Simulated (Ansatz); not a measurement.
H13OSi5···H

```xyz
20

Si   -2.4223   -1.2738   -0.3356
H    -2.3863   -0.9632   -2.0317
H    -1.3228   -0.5038   -1.7443
O    -0.8267   -0.4647   -0.7702
Si    0.5234    0.2559   -0.0006
Si    0.3470    2.5821   -0.2141
Si    0.5397   -0.3573    2.2579
Si    2.4546   -0.5355   -1.0621
H    -3.6680   -0.4708   -0.2147
H    -1.9382   -1.3023    1.1013
H    -2.6468   -2.7189   -0.5987
H     0.3545    2.9809   -1.6473
H    -0.9102    3.0632    0.4179
H     1.5121    3.2054    0.4695
H    -0.5942    0.2447    3.0026
H     1.8149    0.1821    2.8114
H     0.5393   -1.8340    2.4109
H     2.5796   -2.0071   -0.8899
H     2.4183   -0.2168   -2.5149
H     3.6321    0.1339   -0.4470
```

A transition-state structure; geometry: PBE0-D4/def2-TZVP.

All numbers below come from RKS PBE0-D4/def2-TZVPP in Ansatz.

**What can the converged electron density and electron localisation function tell about the bonding?**

H2···H3 (1.19 Å): the density falls to about 0.61 e/Å³ on the way; the ELF is about 0.85 at the midpoint and 0.70 at its lowest between the atoms.
Si–O (1.71 Å): ρ at the midpoint is about 0.98 e/Å³; the ELF peaks at about 0.85 between the atoms; a polar covalent bond.
Si–Si (2.34 Å): the density is about 0.63 e/Å³ at the midpoint; the ELF peaks at about 1 between the atoms (a covalent bond).
O–H (1.09 Å): ρ at the midpoint is about 2.9 e/Å³; the ELF climbs to about 0.95 towards the hydrogen, as it does in any bond to H.

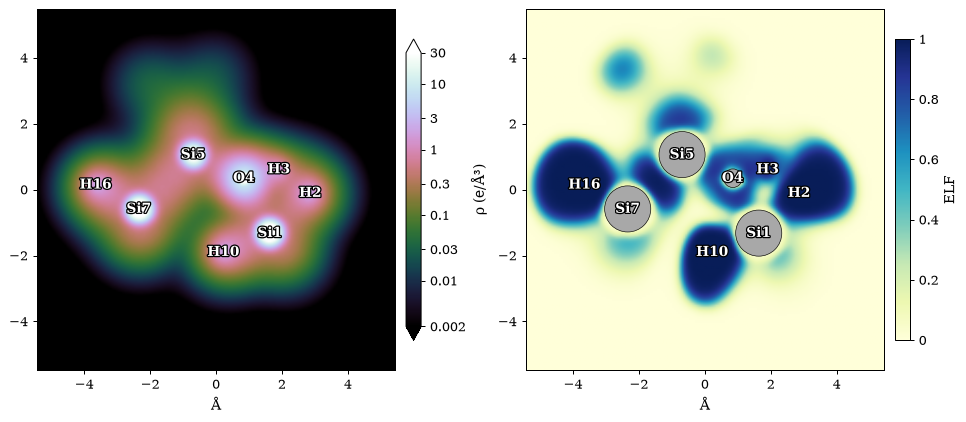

Computed electron density and electron localisation function on the plane of atoms O4, Si1 and H10, in this order. Grey discs cover the atomic cores in the ELF map. 
